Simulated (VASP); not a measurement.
Band structure of Hg (space group I4_1/amd). Computed with PBEsol GGA, VASP's PBE PAW potentials (set 64) (plane waves; VASP).

Unless said otherwise, spin-orbit coupling is left out, though it shifts the bands of the heavy elements here.

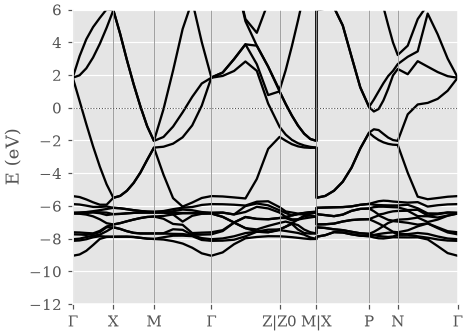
*Bands along high-symmetry lines, zero at the valence-band maximum or, without a gap, the Fermi level*

### Question
Read the plot: is there a gap, and where are the band edges?

### Answer
It has no gap at this level: it comes out as a metal or semimetal.

The structure was generated: Hg was put into an ordered model structure, which need not be its known phase. The cell was not relaxed at this level.
